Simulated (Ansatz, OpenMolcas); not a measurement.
## Predicting a hybrid from its neighbours: C3H6

C3H6: 9 atoms, total charge 0, spin state singlet. SMILES: `C=CC`. Geometry: relaxed at PBE0-D4/def2-TZVP.

The HOMO–LUMO gap y, in eV, basis cc-pVDZ; a is the functional's share of exact exchange. Programs: Ansatz 0.2.0, OpenMolcas 26.06.

| functional | program | a | y (eV) |
| --- | --- | --- | --- |
| TPSS | OpenMolcas | 0 | 6.00 |
| revPBE | Ansatz | 0 | 5.78 |
| B3LYP | Ansatz | 0.2 | 7.54 |
| r2SCAN0 | Ansatz | 0.25 | 8.28 |
| PBE0 | Ansatz | 0.25 | ? |
| BHLYP | Ansatz | 0.5 | 10.22 |

Problem. Fit y = c + s·a to the known rows and predict PBE0.

Solution. 
1. Means of the 5 rows: a = 0.1900, y = 7.564.
2. Σ(Δa)² = 0.172, Σ(Δa·Δy) = 1.5022, so the slope is 1.5022/0.172 = 8.7337.
3. Intercept: 7.564 − (8.7337) × 0.1900 = 5.905. The largest residual of the fit is 0.19.
4. PBE0: 5.905 + (8.7337) × 0.25 = 8.09 eV.

The run gave 8.01 eV, so the prediction is off by +0.08 eV, within the scatter of the fit. Exact exchange lowers occupied levels and raises empty ones. The rows mix families of semi-local functionals, which the line can't see.

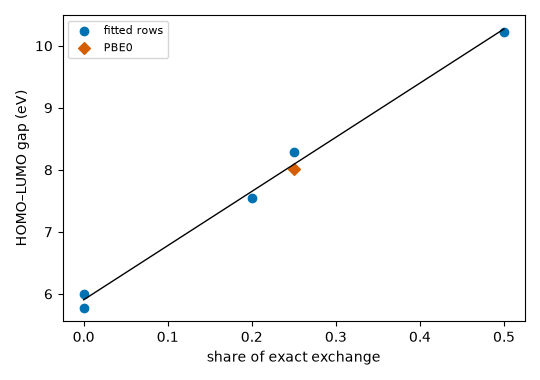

The fitted line, with the withheld row.
